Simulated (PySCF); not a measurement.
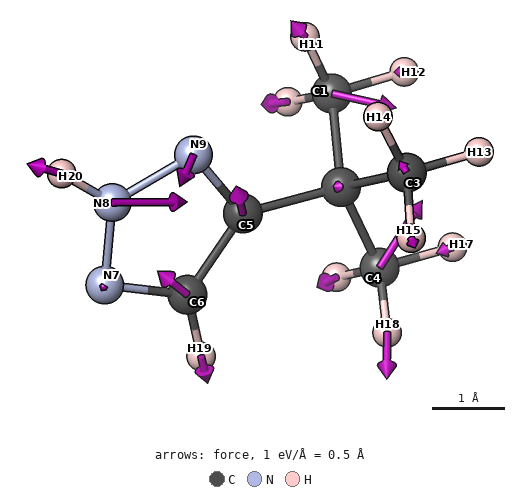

Starting geometry of C$_{6}$H$_{11}$N$_{3}$ with the computed forces as purple arrows. A ball-and-stick model, seen at a tilt.

The start comes from GFN2-xTB. Its atoms were then displaced at random by about 0.01 Å.

The calculation used PySCF, PBE0-D3(BJ)/def2-SVP geometry optimisation, gas phase. 

Question: What follows when this structure is relaxed?

Answer: It isn't relaxed: the largest force vector, on an N atom, is 2.40 eV/Å. The final displacements have little in common with the starting forces (cosine between the two patterns 0.21). An H atom moves most after the best rigid fit: 0.18 Å. By element the largest moves are H 0.18 Å, N 0.10 Å, C 0.09 Å. Among the contacts that change: C–H 1.059 → 1.101 Å, H–N 0.989 → 1.013 Å, N–N 1.335 → 1.313 Å, C–H 1.078 → 1.100 Å. Among the angles between lasting bonds that change: N–N–H 124.4° → 121.6°, H–C–H 110.9° → 108.2°, H–C–H 110.5° → 107.9°. After 6 geometry steps the energy has fallen by 15.9 kJ/mol. The run took 2.4 min on 1 thread of Intel(R) Xeon(R) Platinum 8259CL CPU @ 2.50GHz, on a shared host.
